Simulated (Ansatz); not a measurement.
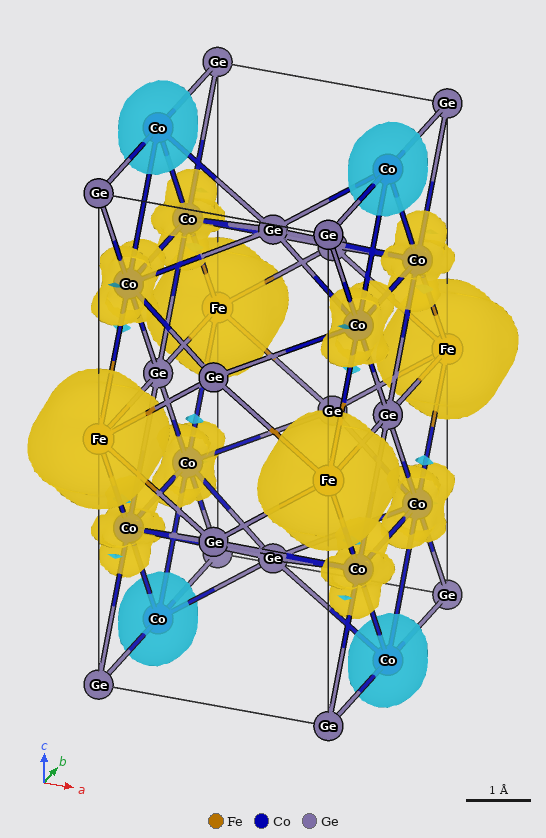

*FeCo₅Ge₆. Isosurfaces of the spin density at +0.02 (yellow) and −0.02 e/Å³ (cyan), seen at an oblique angle. Sticks mark near contacts.*

Space group Pmmm; a structure generated by program, which may or may not match a known phase; spin-polarised.

These are results of Ansatz, DFT PBE, scalar-relativistic, plane waves, PAW, not measurements.

In a PAW calculation such maps are meaningful between the atoms, not at the nuclei.

```yaml
crystal:
  lattice:
    - [3.89766, 0.00000, 0.00000]
    - [0.00000, 4.98905, 0.00000]
    - [0.00000, 0.00000, 8.63168]
  atoms:
    - { symbol: Fe, position: [0.00000, 0.00000, 0.50000] }
    - { symbol: Co, position: [0.00000, 0.50000, 0.00000] }
    - { symbol: Co, position: [0.00000, 0.25151, 0.25163] }
    - { symbol: Co, position: [0.00000, 0.74849, 0.74837] }
    - { symbol: Co, position: [0.00000, 0.74849, 0.25163] }
    - { symbol: Co, position: [0.00000, 0.25151, 0.74837] }
    - { symbol: Ge, position: [0.00000, 0.00000, 0.00000] }
    - { symbol: Ge, position: [0.00000, 0.50000, 0.50000] }
    - { symbol: Ge, position: [0.50000, 0.00000, 0.33260] }
    - { symbol: Ge, position: [0.50000, 0.50000, 0.83473] }
    - { symbol: Ge, position: [0.50000, 0.50000, 0.16527] }
    - { symbol: Ge, position: [0.50000, 0.00000, 0.66740] }
```

### Which atoms carry the moments, and with what signs?

The spin density sits on Fe: +1.2 μB in one cell of 12 atoms, with smaller moments on other sites: Co (±0.13 μB): parallel main moments (a ferromagnetic arrangement) in this solution. The cell of the calculation (12 atoms) carries 1.2 μB of net spin moment.
